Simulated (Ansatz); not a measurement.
# C2H9FGeOSi: basis-set convergence

Aim: see how fast density functionals converge with the basis set for C2H9FGeOSi.

Program: Ansatz 0.2.0, Gaussian basis. Level of theory: one geometry, several basis sets. These are calculated values, not measurements.

The runs, in order: PBE0-D4/def2-SVP; ωB97M-V/def2-SVP; PBE0-D4/def2-QZVPP; ωB97M-V/def2-QZVPP; the functionals' def2-TZVPP values are taken from earlier runs.

## 1. Structure used throughout

All runs share one geometry, relaxed beforehand with PBE0-D4 in a triple-zeta def2 set.

SMILES `CO[Si](C)(F)[GeH3]`, 15 atoms, charge 0, spin multiplicity 1.

Atoms are counted from 1 here; the program's logs count them from 0.

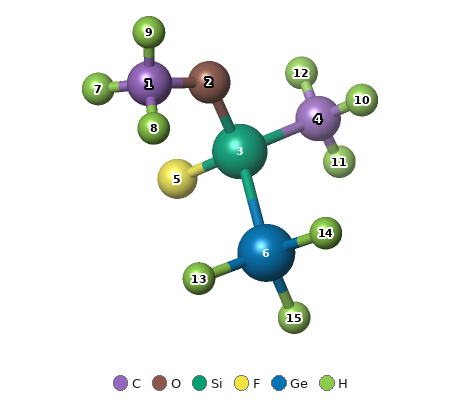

The geometry (carbon purple, oxygen brown, silicon teal, fluorine yellow, germanium blue, hydrogen green); atoms are numbered from 1 in the order of the file.

## 2. PBE0-D4 in def2-SVP

in.yaml reads:

```yaml
crystal:
  periodic: [false, false, false]
  atoms:
    - {symbol: C, position_ang: [-0.714783, 2.214870, -0.255477]}
    - {symbol: O, position_ang: [-0.544045, 0.958604, -0.873895]}
    - {symbol: Si, position_ang: [-0.420475, -0.475430, -0.105150]}
    - {symbol: C, position_ang: [-0.214712, -1.772105, -1.405035]}
    - {symbol: F, position_ang: [-1.784352, -0.757921, 0.697689]}
    - {symbol: Ge, position_ang: [1.309865, -0.444267, 1.541525]}
    - {symbol: H, position_ang: [-1.720035, 2.311406, 0.164716]}
    - {symbol: H, position_ang: [0.016083, 2.374405, 0.545233]}
    - {symbol: H, position_ang: [-0.573829, 2.988183, -1.011703]}
    - {symbol: H, position_ang: [0.711362, -1.614414, -1.962150]}
    - {symbol: H, position_ang: [-0.183820, -2.768217, -0.958044]}
    - {symbol: H, position_ang: [-1.050727, -1.732739, -2.108020]}
    - {symbol: H, position_ang: [1.076951, 0.641710, 2.606803]}
    - {symbol: H, position_ang: [2.678037, -0.174821, 0.888858]}
    - {symbol: H, position_ang: [1.392582, -1.800063, 2.264048]}
basis:
  gaussian: {orbitals: def2-SVP}
hamiltonian: {xc: pbe0, dispersion: d4}
output: {orbitals: {seedname: orbitals}}
```

Started as:

```sh
ansatz run in.yaml --threads 2 --pin off --events-out ev --progress --plain --max-ram 32768MiB --backend cpu
```

Standard output:

```text
Functional definition: PBE0
  name "PBE0"
  cite "Adamo & Barone, J. Chem. Phys. 110, 6158 (1999) doi:10.1063/1.478522"
  cite "Perdew, Burke & Ernzerhof, Phys. Rev. Lett. 77, 3865 (1996) doi:10.1103/PhysRevLett.77.3865"
  parent pbe
  parameter a = 0.25
  parameter kappa = 0.804
  parameter beta = 0.06672455060314922
  exchange = (1 - a)*pbe_x(kappa = kappa, mu = beta*pi^2/3) + a*exact_x
  correlation = pbe_c(beta = beta)
1493 factors; integrals over basis functions are off by at most 1.5e-3 eV
mean field evaluation 1: about -71342.8815 eV, gradient 6.2e1 eV
mean field evaluation 2: about -71338.3828 eV, gradient 7.8e1 eV
mean field evaluation 4: about -71350.5080 eV, gradient 2.9e0 eV
mean field evaluation 8: about -71350.6475 eV, gradient 3.2e-1 eV
mean field evaluation 16: about -71350.6477 eV, gradient 5.0e-5 eV
mean field -71350.64767110 eV, -2622.0879387070 hartree, gradient 5.0e-5 eV, S^2 0.000000; 0 other end points of the search recorded, 0 dependent functions left out
reference -71350.64770504 eV, -2622.0879399543 hartree; 42, 42 occupied and 109, 109 virtual orbitals, 1493 factors
Total energy: -71350.94667217 eV, -2622.0989267936 hartree
```

Run time: 3.8 s. Hardware: 2 threads of AMD EPYC 7R13, shared host.

## 3. ωB97M-V in def2-SVP

in.yaml, as its differences from that of step 2:

```diff
@@ -20,3 +20,3 @@
   gaussian: {orbitals: def2-SVP}
-hamiltonian: {xc: pbe0, dispersion: d4}
+hamiltonian: {xc: {name: wB97M-V}}
 output: {orbitals: {seedname: orbitals}}
```

Launched as before.

Standard output (excerpt; [...] marks lines left out):

```text
Functional definition: wB97M-V
  name "wB97M-V"
  cite "Mardirossian & Head-Gordon, J. Chem. Phys. 144, 214110 (2016) doi:10.1063/1.4952647"
  cite "Becke, J. Chem. Phys. 107, 8554 (1997) doi:10.1063/1.475007"
  cite "Vydrov & Van Voorhis, J. Chem. Phys. 133, 244103 (2010) doi:10.1063/1.3521275"
  # Of w^i u^j: cxij and so on, Table III.
[...]
  gx(w, u) = 1 - cx + cx01*u + cx10*w
  gss(w, u) = css00 + css04*u^4 + css10*w + css20*w^2 + css43*w^4*u^3
  gos(w, u) = cos00 + cos10*w + (cos20 + cos21*u)*w^2 + (cos60 + cos61*u)*w^6
[...]
      + integral(e_c_pw_mod_opposite_spin*gos(b97_w_opposite, b97_u_opposite)) + vv10(b, c)
1493 factors; integrals over basis functions are off by at most 1.5e-3 eV
435 factors; integrals over basis functions are off by at most 7.6e-6 eV
[...]
mean field -71361.89397365 eV, -2622.5012327025 hartree, gradient 1.1e-5 eV, S^2 0.000000; 0 other end points of the search recorded, 0 dependent functions left out
reference -71361.89402522 eV, -2622.5012345977 hartree; 42, 42 occupied and 109, 109 virtual orbitals, 1493 factors
Total energy: -71361.89402522 eV, -2622.5012345977 hartree
```

Run time: 12 s. Hardware: 2 threads of AMD EPYC 7R13, shared host.

## 4. PBE0-D4 in def2-QZVPP

in.yaml, as its differences from that of step 3:

```diff
@@ -19,4 +19,4 @@
 basis:
-  gaussian: {orbitals: def2-SVP}
-hamiltonian: {xc: {name: wB97M-V}}
+  gaussian: {orbitals: "def2-QZVPP.json"}
+hamiltonian: {xc: pbe0, dispersion: d4}
 output: {orbitals: {seedname: orbitals}}
```

Started as:

```sh
ansatz run in.yaml --threads 2 --pin off --events-out ev --progress --plain --max-ram 32768MiB --backend cuda --devices 0, --max-vram 18GiB
```

Standard output:

```text
Functional definition: PBE0
  name "PBE0"
  cite "Adamo & Barone, J. Chem. Phys. 110, 6158 (1999) doi:10.1063/1.478522"
  cite "Perdew, Burke & Ernzerhof, Phys. Rev. Lett. 77, 3865 (1996) doi:10.1103/PhysRevLett.77.3865"
  parent pbe
  parameter a = 0.25
  parameter kappa = 0.804
  parameter beta = 0.06672455060314922
  exchange = (1 - a)*pbe_x(kappa = kappa, mu = beta*pi^2/3) + a*exact_x
  correlation = pbe_c(beta = beta)
2214 factors; their error is unknown
mean field evaluation 1: about -71360.2299 eV, gradient 7.6e1 eV
mean field evaluation 2: about -71352.4030 eV, gradient 9.8e1 eV
mean field evaluation 4: about -71370.8628 eV, gradient 4.8e0 eV
mean field evaluation 8: about -71371.0534 eV, gradient 5.2e-1 eV
mean field evaluation 16: about -71371.0535 eV, gradient 8.0e-5 eV
mean field -71371.05351826 eV, -2622.8378397586 hartree, gradient 7.9e-5 eV, S^2 0.000000; 0 other end points of the search recorded, 0 dependent functions left out
reference -71371.05356903 eV, -2622.8378416242 hartree; 42, 42 occupied and 615, 615 virtual orbitals, 2214 factors
Total energy: -71371.35253616 eV, -2622.8488284634 hartree
```

Run time: 15 s. Hardware: 1 × H100 (card shared with other runs) with 2 threads of AMD EPYC 7R13, shared host; peak host memory 1.2 GiB.

## 5. ωB97M-V in def2-QZVPP

in.yaml, as its differences from that of step 4:

```diff
@@ -20,3 +20,3 @@
   gaussian: {orbitals: "def2-QZVPP.json"}
-hamiltonian: {xc: pbe0, dispersion: d4}
+hamiltonian: {xc: {name: wB97M-V}}
 output: {orbitals: {seedname: orbitals}}
```

Same command.

Standard output (excerpt; [...] marks lines left out):

```text
Functional definition: wB97M-V
  name "wB97M-V"
  cite "Mardirossian & Head-Gordon, J. Chem. Phys. 144, 214110 (2016) doi:10.1063/1.4952647"
  cite "Becke, J. Chem. Phys. 107, 8554 (1997) doi:10.1063/1.475007"
  cite "Vydrov & Van Voorhis, J. Chem. Phys. 133, 244103 (2010) doi:10.1063/1.3521275"
  # Of w^i u^j: cxij and so on, Table III.
[...]
  gx(w, u) = 1 - cx + cx01*u + cx10*w
  gss(w, u) = css00 + css04*u^4 + css10*w + css20*w^2 + css43*w^4*u^3
  gos(w, u) = cos00 + cos10*w + (cos20 + cos21*u)*w^2 + (cos60 + cos61*u)*w^6
[...]
      + integral(e_c_pw_mod_opposite_spin*gos(b97_w_opposite, b97_u_opposite)) + vv10(b, c)
2182 factors; their error is unknown
525 factors; integrals over basis functions are off by at most 6.4e-6 eV
[...]
mean field -71382.50794031 eV, -2623.2587820046 hartree, gradient 5.0e-5 eV, S^2 0.000000; 0 other end points of the search recorded, 0 dependent functions left out
reference -71382.50801938 eV, -2623.2587849105 hartree; 42, 42 occupied and 615, 615 virtual orbitals, 2182 factors
Total energy: -71382.50801938 eV, -2623.2587849105 hartree
```

It took 15 s on 1 × H100 (card shared with other runs) with 2 threads of AMD EPYC 7R13, shared host; peak host memory 1.3 GiB.

## 6. Density functionals: the series

The def2-TZVPP values come from earlier runs at the same geometry.

| functional | basis | functions | energy (eV) | from the largest (eV) | HOMO (eV) | LUMO (eV) |
| --- | --- | --- | --- | --- | --- | --- |
| PBE0-D4 | def2-SVP | 151 | -71350.9467 | 20.406 | -7.65 | 0.60 |
| PBE0-D4 | def2-TZVPP | 340 | -71369.4531 | 1.899 | -7.72 | 0.40 |
| PBE0-D4 | def2-QZVPP | 657 | -71371.3525 | 0.000 | -7.73 | 0.28 |
| ωB97M-V | def2-SVP | 151 | -71361.8940 | 20.614 | -9.72 | 2.45 |
| ωB97M-V | def2-TZVPP | 340 | -71380.6714 | 1.837 | -9.80 | 2.15 |
| ωB97M-V | def2-QZVPP | 657 | -71382.5080 | 0.000 | -9.82 | 1.55 |

## 7. What came out

| quantity | value |
| --- | --- |
| PBE0-D4: double and triple zeta above quadruple | 20.41, 1.90 eV |
| ωB97M-V: double and triple zeta above quadruple | 20.61, 1.84 eV |

**Reading.** For PBE0-D4 the step from double to triple zeta gains 18.51 eV and the next only 1.90 eV. These are total energies; as a rule much of such shifts cancels in differences, which this series doesn't test. The LUMO of ωB97M-V is positive and keeps falling with the basis (2.45 to 1.55 eV): an unbound level that the basis holds in place.
